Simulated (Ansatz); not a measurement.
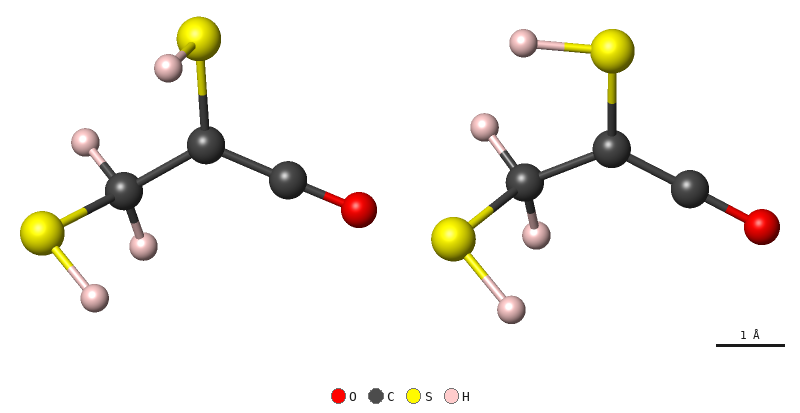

Two geometries of C3H4OS2, drawn at one scale. One is the start of a relaxation, the other its converged end. Style: ball-and-stick. Shown at a tilt.

Theory: RHF/def2-SVP in Ansatz 0.2.0. (no spin polarisation; force threshold 0.015 eV/Å; at most 40 steps)

### Which one is relaxed?

The left one is the relaxed one. The run prepares an end point of a later path (torsion) calculation, from a guessed geometry. An H atom moves most after the best rigid fit: 1.04 Å. By element the largest moves are H 1.04 Å, S 0.40 Å, O 0.27 Å, C 0.18 Å. Among the contacts that change: C–O 1.210 → 1.136 Å, C–H 1.141 → 1.089 Å, H–S 1.370 → 1.335 Å, C–C 1.480 → 1.505 Å. Bond angles that change, for instance: S–C–H 105.2° → 109.2°, S–C–C 119.7° → 122.1°. Groups turn about C–S by about 70°. After 10 accepted moves (11 points after the start) the energy has fallen by 16.3 kcal/mol. Largest force component: 5.3 eV/Å at the start, 0.0057 eV/Å at the end. The line search rejected the trial step at point 7 of the run. The run took 18 s on 2 threads of Intel(R) Xeon(R) Platinum 8488C (Sapphire Rapids), with other jobs on the host, peak memory 0.26 GiB.
